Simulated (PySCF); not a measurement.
Consider AlSb (triplet).

```xyz
2

Al    0.0000    0.0000   -2.2556
Sb    0.0000    0.0000    0.5034
```

Core potentials replace the inner electrons of Sb.

These are results of PBE0/def2-TZVPPD, non-relativistic Hamiltonian with scalar-relativistic core potentials where named, at a bond length of 2.759 Å (PySCF 2.14.0), not measurements.

What will maps of the electron density, electron localisation function and spin density show?

Al–Sb (2.76 Å): the density is about 0.39 e/Å³ at the midpoint, with its minimum of 0.32 e/Å³ about 1.0 Å from Al; the ELF peaks at about 0.85 between the atoms, as expected for a shared electron pair.
The unpaired spin (2 electrons) lies mostly on Sb2 (about 1.8) and Al1 (about 0.2), in electrons by Hirshfeld's partition.

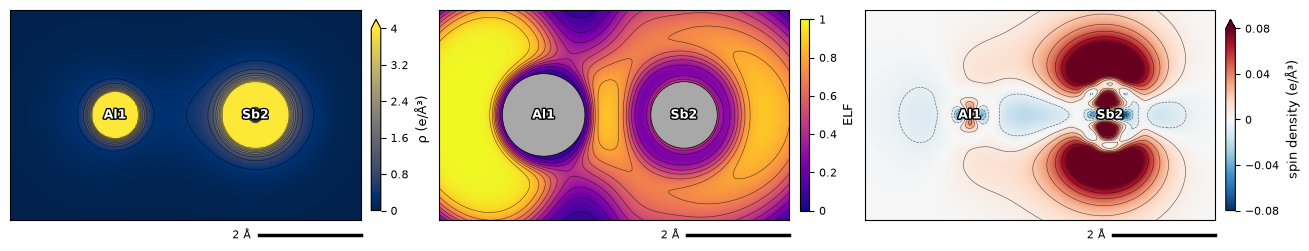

Computed electron density, electron localisation function and spin density on a plane that holds the molecular axis, in this order. Grey discs cover the atomic cores in the ELF map. 
